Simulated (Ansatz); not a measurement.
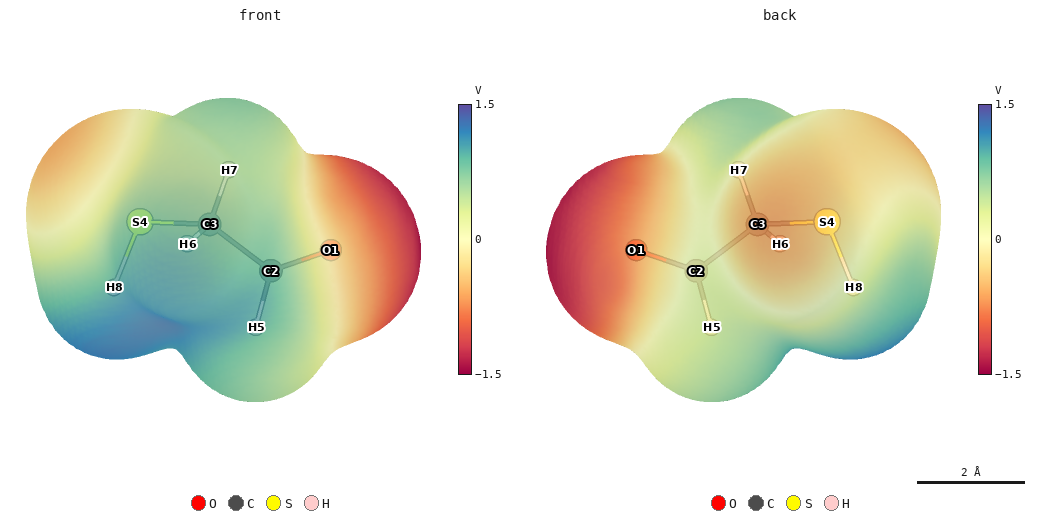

C2H4OS (SMILES O=CCS). The molecular electrostatic potential painted on the density surface at 0.001 e/bohr³, seen from the front and from behind; red is negative and blue positive.

These are results of Ansatz, RKS B3LYP-D4/def2-SVP, not measurements.

```yaml
atoms:
  - { symbol: O, position_ang: [-1.6547, 0.3438, -0.6599] }
  - { symbol: C, position_ang: [-0.5161, 0.7111, -0.5365] }
  - { symbol: C, position_ang: [0.5260, -0.0038, 0.2967] }
  - { symbol: S, position_ang: [1.9329, -0.5490, -0.7555] }
  - { symbol: H, position_ang: [-0.1347, 1.6257, -1.0656] }
  - { symbol: H, position_ang: [0.8928, 0.6446, 1.1087] }
  - { symbol: H, position_ang: [0.0808, -0.9094, 0.7323] }
  - { symbol: H, position_ang: [2.4981, 0.6722, -0.9032] }
```

**Which sites attract a positive test charge, and which a negative one?**

A positive charge is drawn to the negative regions and a negative charge to the positive ones. The most negative region (about −1.4 V) lies over O1, the most positive (about +1.3 V) over C3, H5 and H8. O1 is the likeliest acceptor of a hydrogen bond.
